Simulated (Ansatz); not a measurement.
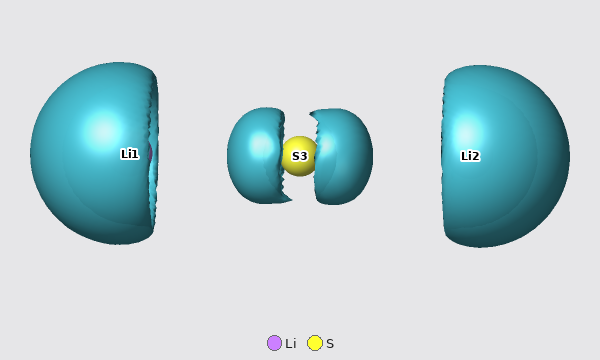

The picture shows: Li···Li···S (quintet). Isosurface of the ELF at 0.8 (cyan), seen from one side. Core shells and regions of very low density are left out.

Geometry: PBE0-D4/def2-TZVP.

Method: UKS PBE0-D4/def2-TZVP (Ansatz 0.2.0).

> Describe the localisation domains.

The surface consists of two lobes on S, pointing away from the bonds (non-bonding electrons, which may merge into one lobe) and two regions wrapped around Li (the valence shell of each).

Values along the shortest contacts:
Li1···S3 (3.31 Å): the ELF peaks at about 0.95 in the valence shell of S, 1.0 Å from its nucleus, and is about 0.45 at the midpoint. Li1···S3 (3.31 Å): the ELF peaks at about 0.95 in the valence shell of S, 1.0 Å from its nucleus, and is about 0.45 at the midpoint.
